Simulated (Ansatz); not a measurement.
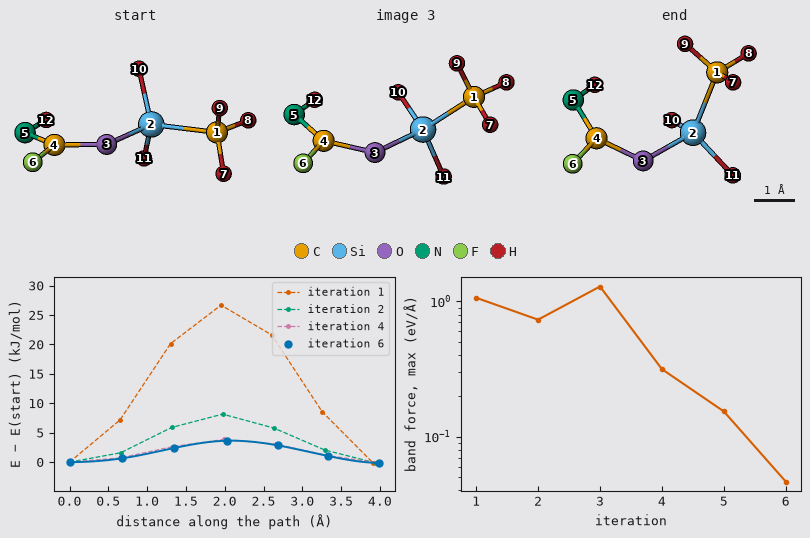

A search for the minimum-energy path of C₂H₆FNOSi by the nudged elastic band. Images are numbered from 0 (start) to 6 (end). The plot follows the band through its iterations. A ball-and-stick model, seen from a free direction.

Computed with RKS B3LYP-D4/cc-pVDZ in Ansatz. Set-up: 5 movable images; climbing image; force threshold 0.05 eV/Å; iteration limit 60; starting path by image-dependent pair potential.

> Did the band converge, and can the barrier be trusted?

The result is final at these settings. The band converged in 6 iterations. The largest component of the band force went from 1.1 to 0.046 eV/Å. The climbing image converged on the top of the path. Its vibrational analysis gives one imaginary mode (52i cm⁻¹), as a transition state must have. The first iteration put the highest image at 26.69 kJ/mol. The barrier is about 3.64 kJ/mol in both directions, with image 3 at the top; the ends have nearly the same energy.

Cost: 99 s on 2 threads of Intel(R) Xeon(R) Platinum 8488C (Sapphire Rapids), on a shared host, peak memory 0.31 GiB.
